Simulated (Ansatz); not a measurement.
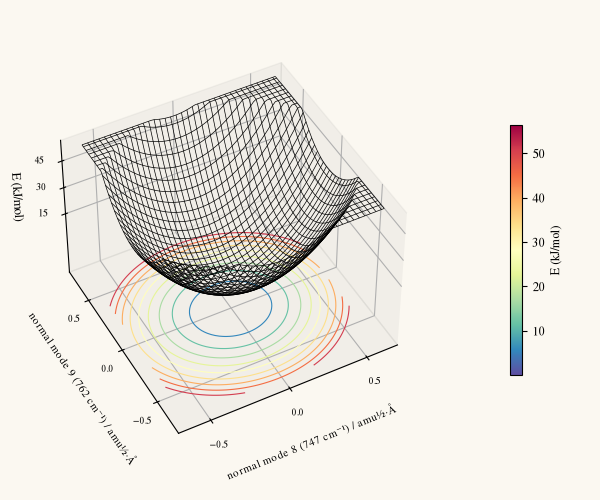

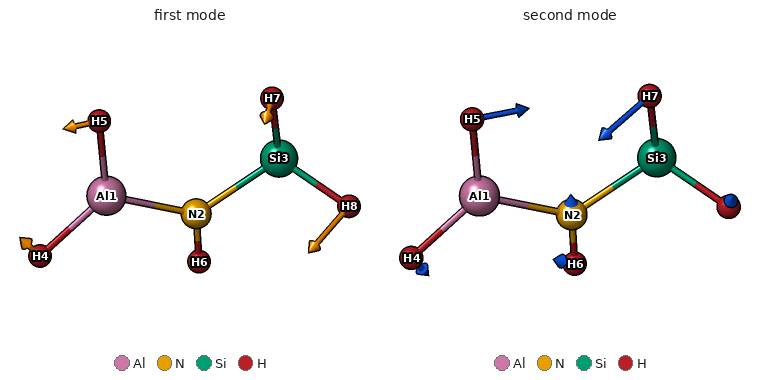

Energy landscape of AlH₅NSi, SMILES [AlH2][NH][SiH2], spin multiplicity 2. Coordinates scanned: (1) normal mode 8 (747 cm⁻¹); (2) normal mode 9 (762 cm⁻¹). Nothing is relaxed (straight displacements along the two mass-weighted modes). The grid has 15 × 15 points. Energies are in kJ/mol, from the relaxed molecule at the same level. All numbers below come from UKS PBE0-D4/def2-SVP (Ansatz 0.2.0).

In the figure: a relief with its contours projected below, any walls above the top of the colour scale cut off. Between grid points the surface is interpolated. The second picture is the structure at the lowest point

Summarise what can be read from the map.

Answer. The lowest grid point is at normal mode 8 (747 cm⁻¹) = 0.000 amu½·Å, normal mode 9 (762 cm⁻¹) = 0.000 amu½·Å, 0 kJ/mol from the relaxed molecule at the same level. It is the only kind of minimum in the scanned range. The highest grid point, normal mode 8 (747 cm⁻¹) = 0.612 amu½·Å, normal mode 9 (762 cm⁻¹) = 0.692 amu½·Å, lies 104 kJ/mol above the lowest.

The input of one point:

```yaml
crystal:
  periodic: [false, false, false]
  atoms:
    - { symbol: Al, position_ang: [-0.800825, 1.12777, -0.710108] }
    - { symbol: "N", position_ang: [-0.448117, -0.274348, 0.357186] }
    - { symbol: Si, position_ang: [0.90998, -1.369144, 0.357049] }
    - { symbol: H, position_ang: [-2.186848, 1.870233, -0.500037] }
    - { symbol: H, position_ang: [0.286589, 1.527883, -1.789554] }
    - { symbol: H, position_ang: [-1.170569, -0.52239, 1.032422] }
    - { symbol: H, position_ang: [1.981329, -0.761316, -0.496707] }
    - { symbol: H, position_ang: [1.42847, -1.598688, 1.749738] }
magnetization:
  spin_polarized: true
  initial_magnetization: 1
basis:
  gaussian: { orbitals: def2-SVP }
hamiltonian:
  xc: pbe0
  dispersion: d4
output:
  forces: true
```

Time for the 225 points that were run: 11 min on 1 thread of INTEL(R) XEON(R) PLATINUM 8581C CPU @ 2.10GHz (Emerald Rapids) (shared host).
